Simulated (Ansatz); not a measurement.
C2H8OSi (SMILES CC(O)[SiH3])

The calculation's input:

```
crystal:
  periodic: [false, false, false]
  atoms:
    - {symbol: C, position_ang: [-0.963288, 0.976162, 0.028906]}
    - {symbol: C, position_ang: [-0.155255, -0.233335, 0.464444]}
    - {symbol: O, position_ang: [0.706627, 0.067788, 1.555433]}
    - {symbol: Si, position_ang: [0.959619, -0.900274, -0.916776]}
    - {symbol: H, position_ang: [-1.623672, 0.731001, -0.807091]}
    - {symbol: H, position_ang: [-1.593782, 1.338588, 0.849183]}
    - {symbol: H, position_ang: [-0.307433, 1.794699, -0.277772]}
    - {symbol: H, position_ang: [-0.850278, -1.041350, 0.743732]}
    - {symbol: H, position_ang: [0.176835, 0.434479, 2.269917]}
    - {symbol: H, position_ang: [1.894579, 0.163815, -1.367609]}
    - {symbol: H, position_ang: [0.102818, -1.308580, -2.064243]}
    - {symbol: H, position_ang: [1.730231, -2.078295, -0.444223]}
basis:
  gaussian: {orbitals: def2-TZVPP}
hamiltonian: {xc: pbe0, dispersion: d4}
output: {orbitals: {seedname: orbitals}}
```

Run with:

```sh
ansatz run in.yaml --threads 4 --pin off --events-out ev --progress --plain --max-ram 10444MiB
```

Geometry: PBE0-D4/def2-TZVP.

Computed with Ansatz, RKS PBE0-D4/def2-TZVPP.

### What can the converged electron density and electron localisation function tell about the bonding?

C–C (1.52 Å): the density is about 1.7 e/Å³ at the midpoint; the ELF peaks at about 0.95 between the atoms; a shared electron pair.
C–Si (1.90 Å): ρ is about 0.97 e/Å³ halfway; the ELF peaks at about 1 between the atoms (a shared electron pair).
C–H (1.10 Å): the density is about 2 e/Å³ at the midpoint; the ELF climbs to about 1 towards the hydrogen, as it does in any bond to H (an ordinary covalent bond to hydrogen).
Si–H (1.48 Å): ρ is about 0.81 e/Å³ halfway; the ELF climbs to about 1 towards the hydrogen.

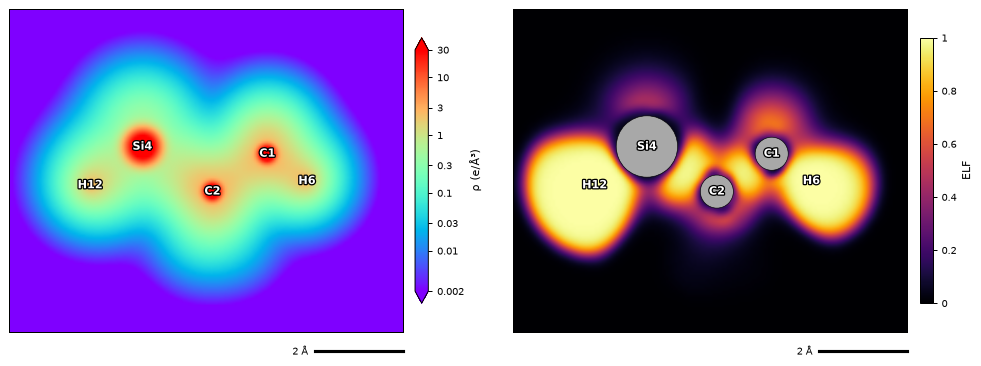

Computed electron density and electron localisation function on the plane of atoms C2, C1 and H6, in this order. Grey discs cover the atomic cores in the ELF map. 
